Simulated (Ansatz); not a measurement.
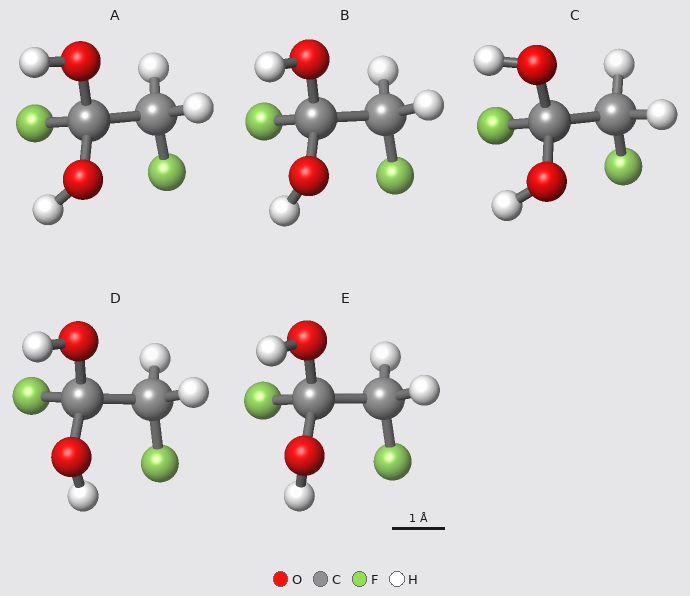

5 geometries from one relaxation of C$_{2}$H$_{4}$F$_{2}$O$_{2}$ (coarse preliminary run), in shuffled order. A ball-and-stick model, seen at a tilt.

The start comes from a force field.

The calculation used RKS PBE-D4/def2-SVP (Ansatz). (force threshold 0.03 eV/Å; at most 200 steps)

Put them in the order of the run, from the start to the converged end.

Answer. C, A, B, E, D. They are steps 0, 3, 4, 6, 13, at +73.6 kJ/mol, +17.5 kJ/mol, +10.5 kJ/mol, +3.09 kJ/mol relative to the last. After 12 accepted moves (13 points after the start) the energy has fallen by 73.6 kJ/mol. Largest force component: 3.9 eV/Å at the start, 0.013 eV/Å at the end. The line search rejected the trial step at point 7 of the run. An H atom moves most after the best rigid fit: 0.78 Å. Largest moves by element: H 0.78 Å, F 0.45 Å, O 0.35 Å, C 0.19 Å. Some distances before and after: C–F 1.293 → 1.408 Å, C–O 1.430 → 1.381 Å, H–O 0.930 → 0.978 Å, C–O 1.390 → 1.366 Å. Bond angles that change, for instance: H–C–H 104.2° → 110.2°, F–C–C 112.6° → 107.3°, O–C–F 104.7° → 110.0°. Groups turn about C–O by about 70°, C–O by about 45°. The run took 6 s on 4 threads of AMD EPYC 9R45 96-Core (shared host).
